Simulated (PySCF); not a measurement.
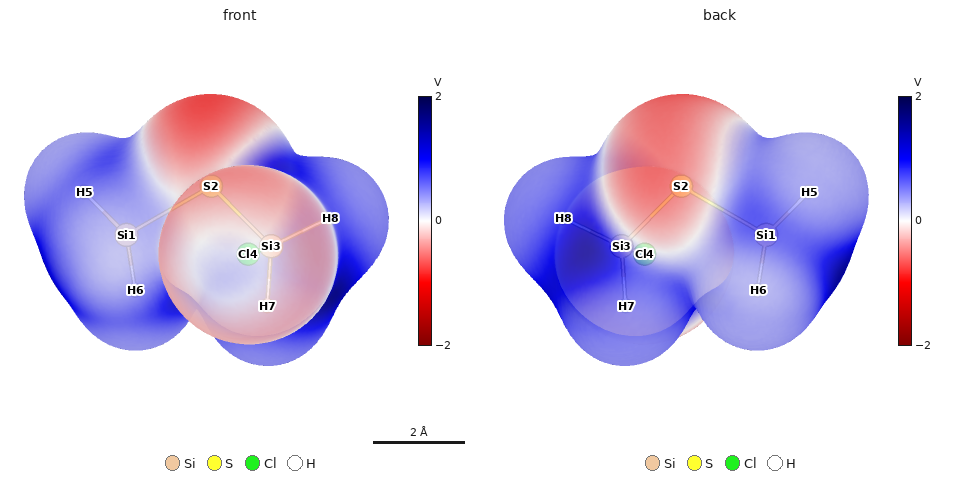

ClH₄SSi₂ (SMILES [SiH2]S[SiH2]Cl) (doublet). The molecular electrostatic potential painted on the density surface at 0.002 e/bohr³, seen from the front and from behind; red is negative and blue positive.

Geometry: GFN2-xTB.

The calculation used PySCF, UKS B3LYP, pcH-1 on Cl H S Si, non-relativistic, mean-field spin-orbit, GIAO.

```xyz
8

Si    1.9055   -0.0492    0.0709
S     0.1420    0.1739    1.2995
Si   -1.4667    0.1650   -0.1140
Cl   -1.4545    1.8218   -1.2553
H     3.0073    0.1109    1.0002
H     1.8363   -1.3400   -0.6012
H    -1.3072   -0.9885   -0.9856
H    -2.6537    0.1156    0.7163
```

> Which sites attract a positive test charge, and which a negative one?

A positive charge is drawn to the negative regions and a negative charge to the positive ones. The most negative region (about −0.7 V) lies over S2, the most positive (about +1.6 V) over Si3.
